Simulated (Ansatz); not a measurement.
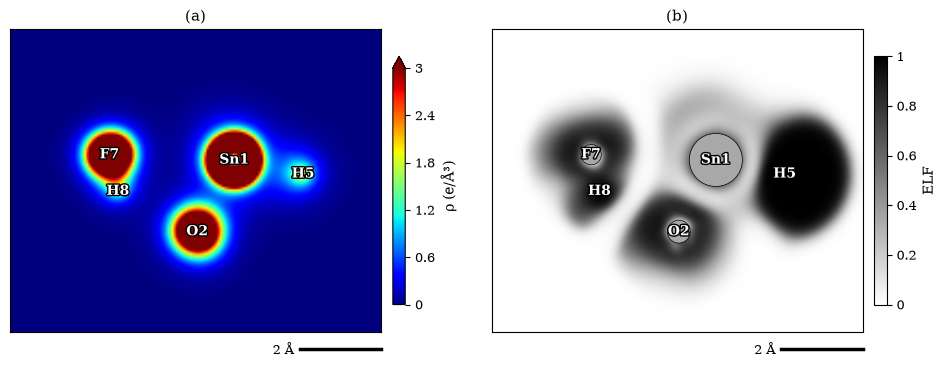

Figure. H₄OSn···HF. (a) electron density; (b) ELF on the plane of atoms O2, Sn1 and H5. Grey discs cover the atomic cores in the ELF map.

Core potentials replace the inner electrons of Sn; not at a stationary point (largest force 0.8 eV/Å).

Computed with RKS B3LYP-D4/def2-SVP (Ansatz).

```xyz
8

Sn   -0.1394    0.1289   -0.0359
O    -0.0762    0.0788    1.9481
H    -0.9495    0.0530    2.3601
H     1.4946    0.2657   -0.5064
H    -1.0291    1.5550   -0.4441
H    -0.9570   -1.2619   -0.6191
F     1.4178   -2.2397    1.1478
H     1.2034   -1.7043    1.8738
```

Question: Describe what can be read from this map.

Answer: Atoms in the plane: Sn, O, H and F. Sn1···F7 (3.07 Å): the density falls to about 0.07 e/Å³ on the way; the ELF dips to about 0 between them. Sn–O (1.99 Å): ρ is about 0.72 e/Å³ halfway; the ELF peaks at about 0.85 in the valence shell of O, 0.6 Å from its nucleus, and drops to about 0.15 between the two atoms. F–H (0.93 Å): ρ at the midpoint is about 4.6 e/Å³; the ELF climbs to about 1 towards the hydrogen, as it does in any bond to H: an ordinary covalent bond to hydrogen. Sn–H (1.73 Å): the density is about 1.1 e/Å³ at the midpoint; the ELF climbs to about 1 towards the hydrogen. The ELF also peaks beside F7, away from the bonds: lone-pair regions.
